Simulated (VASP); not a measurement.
Band structure of Hg3Sb (space group Fm-3m). Calculation: PBEsol GGA, VASP's PBE PAW potentials (set 64) (plane waves; VASP 6.6.1).

Unless said otherwise, spin-orbit coupling is left out, though it shifts the bands of the heavy elements here.

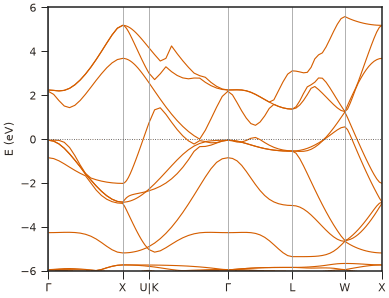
Figure: Bands along high-symmetry lines, zero at the valence-band maximum or, without a gap, the Fermi level

Read the plot: is there a gap, and where are the band edges?

It has no gap at this level: it comes out as a metal or semimetal. (Edges off the drawn lines would not show.)

The structure comes from a computed database's Hg3Sb entry (Fm-3m); how it stands against other phases isn't given here. It was relaxed first, which changed the volume by -9 %. The electron count is odd and the run is not spin-polarised, which forces a metal.
